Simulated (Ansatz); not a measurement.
**BrH4NSi2 (SMILES [SiH3]N[Si]Br): density, localisation and related maps**

The calculation's input:

```
basis:
  gaussian: {orbitals: def2-TZVPD}
crystal:
  periodic: [false, false, false]
  atoms:
    - {symbol: Br, position_ang: [-0.955497, 0.650319, -2.571473]}
    - {symbol: N, position_ang: [-0.603851, -0.749428, 0.135490]}
    - {symbol: Si, position_ang: [-0.187837, -1.502920, 1.673495]}
    - {symbol: Si, position_ang: [0.510242, 0.044541, -0.923052]}
    - {symbol: H, position_ang: [-1.585711, -0.792129, -0.142004]}
    - {symbol: H, position_ang: [-0.515177, -2.959335, 1.658449]}
    - {symbol: H, position_ang: [-0.929320, -0.860587, 2.798710]}
    - {symbol: H, position_ang: [1.279871, -1.309060, 1.849756]}
magnetization: {spin_polarized: false}
hamiltonian: {xc: pbe0}
output: {forces: true, orbitals: {seedname: orbitals}}
```

Run with:

```sh
ansatz run input.yaml --threads 2 --pin off --max-ram 4350MiB --events-out events.jsonl --progress --plain --runs-dir runs
```

Geometry: PBE0-D3(BJ)/def2-SVP.

The calculation used isolated molecule in a Gaussian basis; Kohn-Sham density functional theory, functional PBE0 (Ansatz 0.2.0).

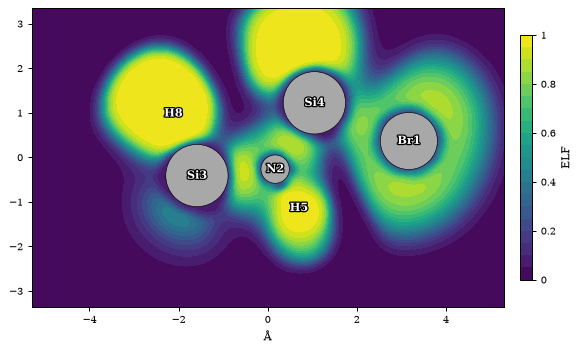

Figure 1. ELF on the plane of atoms Si3, N2 and H5. Grey discs cover the atomic cores.

### Read the bonding off the picture.

- The plane passes through Br, N, Si and H nuclei.
- Si–N (1.73 Å): the ELF peaks at about 0.90 between the atoms; a polar covalent bond.
- Si–Br (2.29 Å): the ELF peaks at about 0.80 between the atoms: a polar covalent bond.
- N–H (1.02 Å): the ELF climbs to about 1 towards the hydrogen, as it does in any bond to H: a covalent bond by its length.
- Si–H (1.49 Å): the ELF climbs to about 1 towards the hydrogen.
- The ELF also peaks beside Br1 and Si4, away from the bonds: lone-pair regions.

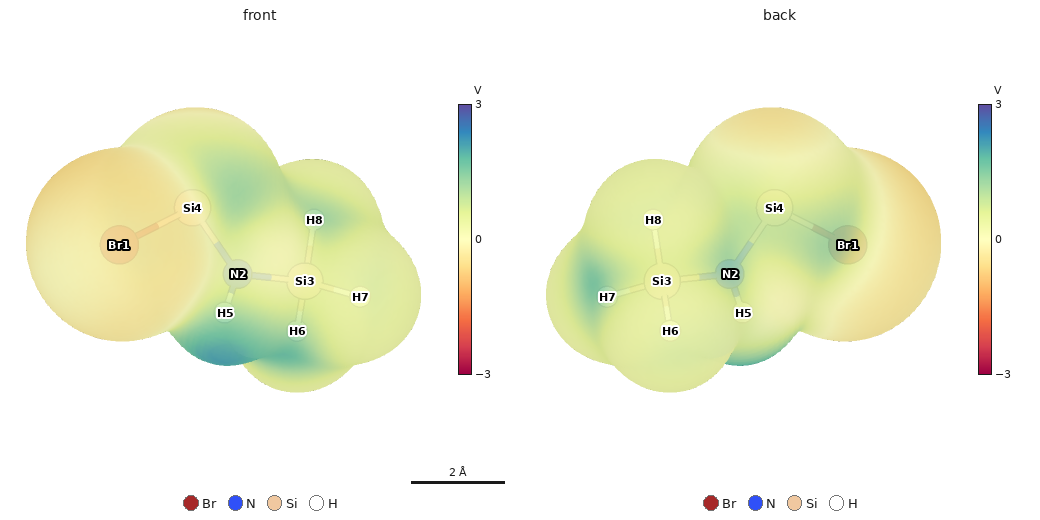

Figure 2. The electrostatic potential painted on the density surface at 0.002 e/bohr³, seen from the front and from behind; red is negative and blue positive.

### Which sites attract a positive test charge, and which a negative one?

A positive charge is drawn to the negative regions and a negative charge to the positive ones. The most negative region (about −0.6 V) lies over Br1, the most positive (about +2.1 V) over H5.

### How polar is the molecule by this calculation?

Its dipole moment is 2.16 D.

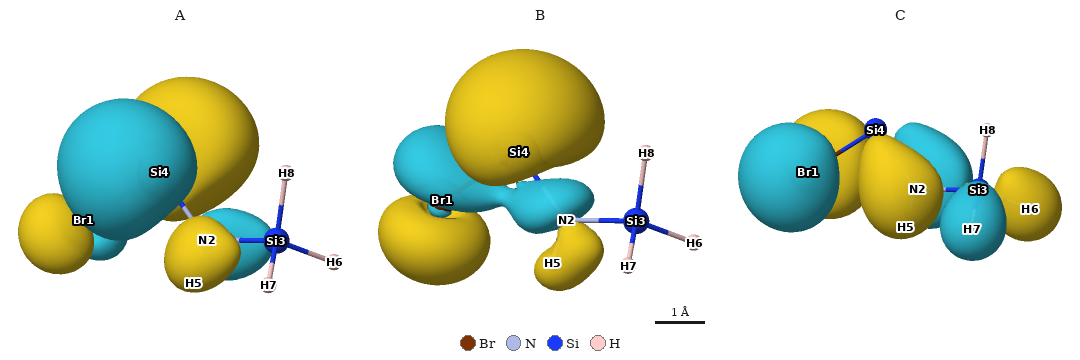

Figure 3. Three frontier orbitals at ±0.08 Å⁻³ᐟ² (yellow and cyan are the two phases), in no order.

### Order the three orbitals by energy and name them.

C is the HOMO−1 (−8.25 eV). It lies mainly on Br1 (about 50 %), N2 (about 30 %) and Si3 (about 5 %); largely a combination of lone pairs on Br1 and N2. B is the HOMO (−7.24 eV). It lies mainly on Si4 (about 60 %), Br1 (about 30 %) and N2 (about 5 %). A is the LUMO (−2.01 eV). It lies mainly on Si4 (about 75 %), Br1 (about 10 %) and N2 (about 10 %).

### What is the HOMO–LUMO gap?

5.23 eV between the orbital energies.
